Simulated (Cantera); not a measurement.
Feed: 1 mol Si2H6, 0.32 mol HCl, 3.4 mol H2, equilibrated at 548 Torr.

These are equilibrium values from Cantera (NASA tables, ideal gas, pure condensed phases), not measurements of a reactor. Candidate condensed phases: Si; 19 gas species. The feed counts by its element totals alone. The tables' values for SiCl3 are old estimates; treat these amounts as uncertain. Gases not in the tables: Si2H6 and higher silanes. Equilibrium is a limit: real reactors are often held back by kinetics, nucleation or transport.

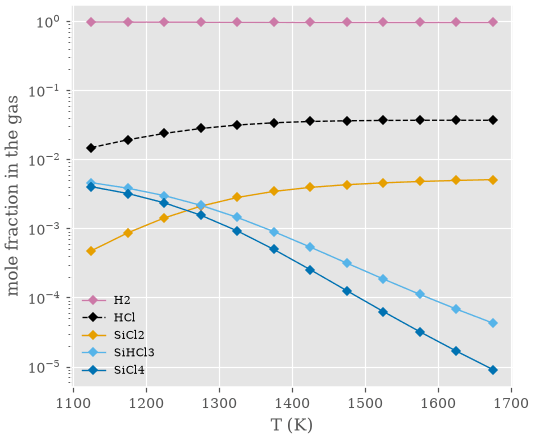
Fig. 1. Equilibrium gas composition (values under 1e-9 drawn at 1e-9)

From 1125 K to 1675 K the condensed part is Si(s). The main Si-bearing gas is SiHCl3 at 1125 K and SiCl2 at 1675 K.
